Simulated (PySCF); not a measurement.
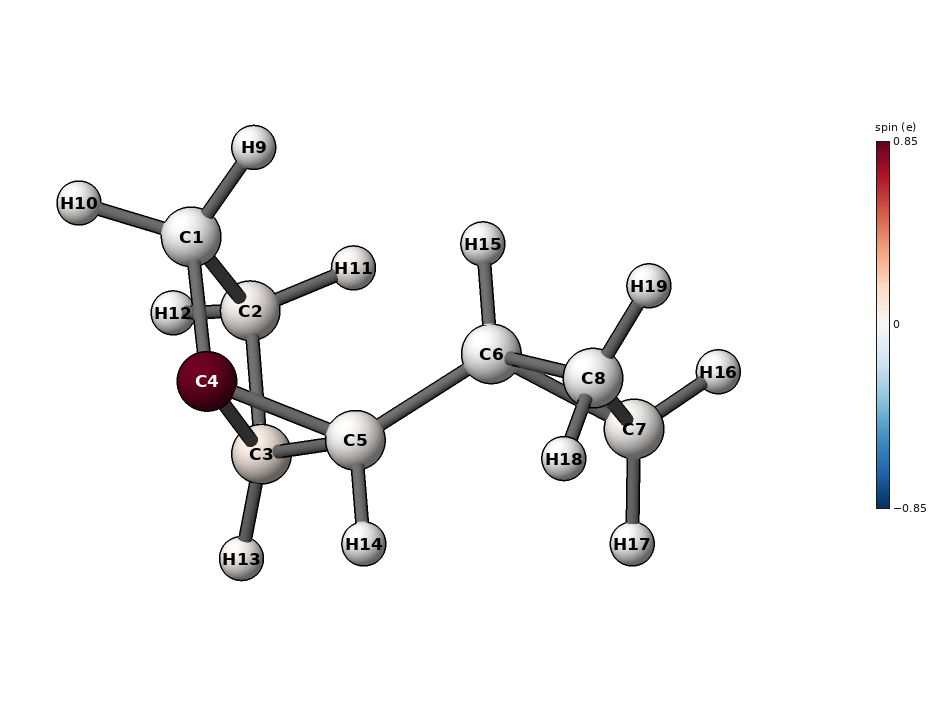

Atoms are coloured by their Mulliken spin populations. The species is neutral and a spin doublet. The computed structure is the end point of a GFN2-xTB optimisation. No frequency run is at hand to confirm it as a minimum. Properties computed with UKS B3LYP, pcH-1 on C H, non-relativistic (PySCF 2.14.0).

Which atom carries the largest spin population?

C4 (0.83 e).

Which atom has the lowest spin population?

C1 (−0.01 e).

List the Mulliken spin populations.

| atom | value (e) |
| --- | --- |
| C1 | −0.01 |
| C2 | 0.03 |
| C3 | 0.06 |
| C4 | 0.83 |
| C5 | 0.01 |
| C6 | 0.00 |
| C7 | 0.01 |
| C8 | 0.00 |
| H9 | 0.00 |
| H10 | 0.01 |
| H11 | 0.02 |
| H12 | 0.00 |
| H13 | 0.01 |
| H14 | 0.01 |
| H15 | 0.00 |
| H16 | 0.00 |
| H17 | 0.00 |
| H18 | 0.00 |
| H19 | 0.00 |

Mulliken values depend strongly on the basis set.
